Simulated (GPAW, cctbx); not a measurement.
# Sr4Se3O: deformation density and structure factors from DFT

Question: by how much does bonding change the X-ray structure factors of Sr4Se3O, how firmly does DFT give the change, and what does a routine refinement make of it?

The start was made by putting kin elements into a known structure type; the compound need not exist, or be stable, in this form. All numbers below are calculated.

### 1. Find the equilibrium geometry

The density hangs on the geometry, so cell and atoms are relaxed first, with the symmetry held. The cutoff is set higher than for the density because stress converges slowly with plane waves.

Settings: GPAW 26.7.0, PBE, 900 eV, 3×3×3 k-points, Fermi–Dirac width 0.05 eV, BFGS to 0.03 eV/Å.

```text
cell
1.0
     6.050000000    0.000000000    0.000000000
     0.000000000    6.050000000    0.000000000
     0.000000000    0.000000000    6.050000000
Sr Se O
4 3 1
Direct
0.000000000 0.500000000 0.000000000
0.500000000 0.000000000 0.000000000
0.500000000 0.500000000 0.500000000
0.000000000 0.000000000 0.500000000
0.000000000 0.500000000 0.500000000
0.500000000 0.000000000 0.500000000
0.500000000 0.500000000 0.000000000
0.000000000 0.000000000 0.000000000
```

```console
$ OMP_NUM_THREADS=1 mpirun -n 4 gpaw python run.py > gpaw.log
```

```text
BFGS:    0      -38.448856        0.279290
BFGS:    1      -38.452131        0.266415
BFGS:    2      -38.485656        0.007580
cell  6.1158 6.1158 6.1158  90.00 90.00 90.00
volume 228.750 A^3, largest force 0.000 eV/A, largest stress 0.04 GPa
```

After 2 steps the volume has changed by +3.3 % and the energy by -0.037 eV; the largest stress left is 0.04 GPa. It took 47 s on 4 cores of Intel(R) Xeon(R) Platinum 8488C (Sapphire Rapids) (shared host), peak memory 1.6 GiB.

Relaxed structure: Pm-3m (no. 221), a = 6.1158 Å, b = 6.1158 Å, c = 6.1158 Å, α = 90.00°, β = 90.00°, γ = 90.00°.

| atom | mult. | x | y | z |
| --- | --- | --- | --- | --- |
| Sr1 | 3 | 0 | 1/2 | 0 |
| Sr2 | 1 | 1/2 | 1/2 | 1/2 |
| Se1 | 3 | 0 | 1/2 | 1/2 |
| O1 | 1 | 0 | 0 | 0 |

### 2. Density and charge transfer

X-rays see the whole electron density, so the PAW density is rebuilt with its core regions. Subtracting spherical free atoms from the same code cancels the cores and leaves the deformation density Δρ, the part due to bonding.

Settings: PBE, 550 eV, 3×3×3 k-points, Fermi–Dirac width 0.05 eV; primitive cell of 8 atoms.

```console
$ OMP_NUM_THREADS=1 mpirun -n 4 gpaw python run.py > gpaw.log
```

```text
|iter:   1|       0s |  -40.595316 | -0.03 |       |
|iter:   2|       0s |  -39.837318 | -1.69 | -1.05 |
|iter:   3|       1s |  -38.181771 | -0.89 | -1.10 |
...
|iter:  10|       5s |  -38.283892c| -6.78 | -4.60c|
|iter:  11|       5s |  -38.283892c| -7.29 | -5.05c|
|iter:  12|       6s |  -38.283892c| -7.99c| -5.54c|
```

```text
grid (70, 70, 70)  electrons 262.000  moved by bonding 2.215 e
deformation density beyond 0.5 A of the nuclei: max 0.126, min -0.046 e/A^3
atom        x       y       z   Voronoi charge  moment
Sr1    0.0000  0.5000  0.0000      0.341       0.00
Sr2    0.5000  0.0000  0.0000      0.341       0.00
Sr3    0.5000  0.5000  0.5000      0.282       0.00
Sr4    0.0000  0.0000  0.5000      0.341       0.00
Se5    0.0000  0.5000  0.5000     -0.291       0.00
Se6    0.5000  0.0000  0.5000     -0.291       0.00
Se7    0.5000  0.5000  0.0000     -0.291       0.00
O 8    0.0000  0.0000  0.0000     -0.433       0.00
mean inner potential of superposed free atoms 15.253 V
total magnetic moment 0.000 muB
```

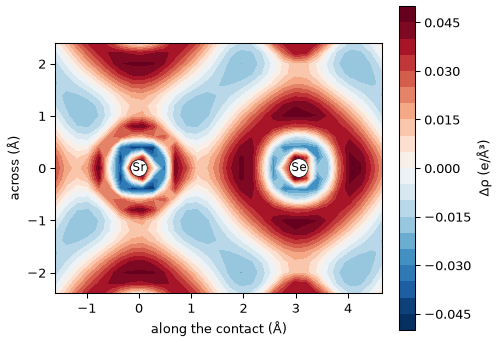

Deformation density in a plane through the shortest contact of the Sr atom at the origin; red gains electrons, blue loses them.

O gains most (-0.43 e) and Sr loses most (+0.33 e), in averages over each element's sites, as electronegativity suggests. Such charges fall far short of formal ones, since overlapping free atoms already put density on their neighbours. Along the shortest contact from the Sr atom at the map's origin, Sr–Se at 3.06 Å, Δρ is +0.03 e/Å³ at the midpoint and highest, +0.05, 2.04 Å from Sr (points within 0.5 Å of a nucleus left out): little piles up between the atoms. At the midpoints of other shortest contacts it is 0.00 (Sr–O, 3.06 Å) e/Å³. Point values carry grid noise of about 0.01 e/Å³. The run needed 12 iterations, 15 s.

### 3. Structure factors

The Fourier components of Δρ, added to those of the free atoms, give the static X-ray structure factors; the Mott–Bethe relation turns them into the Fourier components V of the potential that fast electrons feel.

```text
static structure factors of the conventional cell: F in electrons, V (Mott-Bethe) in volts
   h  k  l      d  |F| table  |F| free   |F| DFT   change   |V| free  |V| DFT  change %
   0  1  0  6.1158    24.733    24.745    24.643   -0.101     0.941    1.017      8.1
   0  1  1  4.3245    23.742    23.774    23.580   -0.193     0.834    0.907      8.7
   1  1  1  3.5310    34.832    34.983    34.062   -0.920     1.753    1.983     13.1
   0  2  0  3.0579   218.194   218.244   219.519    1.275     8.198    7.959     -2.9
   0  2  1  2.7351    21.774    21.834    21.607   -0.227     0.624    0.658      5.5
   1  2  1  2.4968    21.324    21.380    21.149   -0.232     0.577    0.606      5.0
   0  2  2  2.1623   196.873   196.798   196.743   -0.055     6.108    6.113      0.1
   1  2  2  2.0386    20.295    20.320    20.163   -0.157     0.473    0.486      2.8
   0  3  0  2.0386    20.295    20.320    20.222   -0.098     0.473    0.481      1.7
   0  3  1  1.9340    20.021    20.033    19.936   -0.097     0.447    0.454      1.6
   1  3  1  1.8440    30.764    30.827    31.169    0.342     0.761    0.738     -3.1
   2  2  2  1.7655   181.967   181.881   181.460   -0.421     5.004    5.030      0.5
   0  3  2  1.6962    19.309    19.292    19.240   -0.053     0.387    0.390      0.8
   1  3  2  1.6345    19.097    19.073    19.024   -0.050     0.371    0.373      0.7
```

The largest X-ray change is +1.27 e on 020, 0.6 % of |F|. For electrons V goes as (Z − F)/g², so a change of F counts against Z − F, which is small at low angle and wherever the atoms' terms cancel: |V| of 111 moves by +13.1 % (1.75 to 1.98 V) against -2.6 % in |F|. The last three rows still change by up to 0.42 e; the table stops while the angles are still low. The tabulated Hartree–Fock atoms differ from the free DFT atoms by up to 0.15 e, so the choice of reference atom matters too.

### 4. How cheap can the run be?

Cutoff and k-mesh: one is changed at a time, to find what the result needs.

| run | ΔF 020 (e) | ΔF 111 (e) | ΔF 222 (e) | q(O) (e) | moved (e) | time |
| --- | --- | --- | --- | --- | --- | --- |
| 550 eV 3×3×3 | +1.275 | -0.920 | -0.421 | -0.433 | 2.215 | 15 s |
| 250 eV 3×3×3 | +1.133 | -0.806 | -0.608 | -0.393 | 2.427 | 8.2 s |
| 350 eV 3×3×3 | +1.244 | -0.893 | -0.464 | -0.423 | 2.266 | 8.8 s |
| 750 eV 3×3×3 | +1.276 | -0.922 | -0.418 | -0.432 | 2.220 | 19 s |
| 550 eV 1×1×1 | +1.604 | -1.637 | -0.217 | -0.623 | 3.147 | 8.1 s |
| 550 eV 2×2×2 | +1.280 | -0.953 | -0.402 | -0.439 | 2.240 | 15 s |

Within 0.03 e of the base on all three: 750 eV 3×3×3. The largest error, 0.717 e, comes with 550 eV 1×1×1. The moved charge is off by up to 42 % among these runs. Times are from shared hosts.

### 5. What a spherical-atom refinement makes of it

Routine crystallography fits spherical atoms. To see the bias, intensities are simulated from tabulated atoms plus the DFT change ΔF, so that bonding alone can misfit (10442 reflections of the full sphere, merged to the counts below, to 0.45 Å, 1.5 % proportional noise plus counting noise, assumed isotropic U as listed, Δρ smeared by the mean U) and refined with cctbx over different ranges.

| range | data | R1 | GooF | U Sr1 (true 0.0066) | U Sr2 (true 0.0066) | U Se1 (true 0.0068) | U O1 (true 0.0106) | largest shift (Å) | Δρ max, min (e/Å³) |
| --- | --- | --- | --- | --- | --- | --- | --- | --- | --- |
| all data | 314 | 0.0045 | 1.10 | 0.0066 | 0.0066 | 0.0068 | 0.0106 | 0.0000 | 0.29, -0.23 |
| low resolution, d > 0.84 | 65 | 0.0044 | 1.48 | 0.0065 | 0.0065 | 0.0066 | 0.0113 | 0.0000 | 0.17, -0.13 |
| high order, d < 0.75 | 229 | 0.0045 | 0.92 | 0.0066 | 0.0066 | 0.0068 | 0.0105 | 0.0000 | 0.13, -0.16 |
| occupancies free, d > 0.7 | 101 | 0.0039 | 1.33 | 0.0065 | 0.0064 | 0.0067 | 0.0115 | 0.0000 | 0.18, -0.15 |

With all data GooF is 1.10, diluted by the many high-angle data; the misfit shows at low resolution; the top residual peak lies 0.68 Å from O and 2.38 Å from Sr. No U is off by more than 3 s.u. at low resolution. Symmetry fixes every coordinate, so the shifts are zero by construction. With Sr1 held at 1 and the scale free, the other occupancies refine to Sr2 0.998(0.002), Se1 1.001(0.001) and O1 1.014(0.011), within three s.u. of full.

### 6. Answer

Bonding moves 2.21 e in the primitive cell of Sr4Se3O and changes the structure factors of the conventional cell in the table above by at most 1.27 e (020, 0.6 %), and among reflections above 2 % of the strongest by up to 2.6 % (111). The shortest bond, Sr–Se, has Δρ = +0.03 e/Å³ at its midpoint. Within 0.03 e of the base on all three: 750 eV 3×3×3. The largest error, 0.717 e, comes with 550 eV 1×1×1. The moved charge is off by up to 42 % among these runs. With all data GooF is 1.10, diluted by the many high-angle data. Limits: static density, frozen cores, no spin–orbit coupling.

[Outputs are excerpts: Python notices, other lines and further rows are left out; steps that failed or that the build refused (PBEsol, TPSS) are not shown.]

[Logs are printed without paths, hosts, clocks, repeated set-up lines and the standing remarks that a program may print on its own settings, such as how far it seeks lower states.]
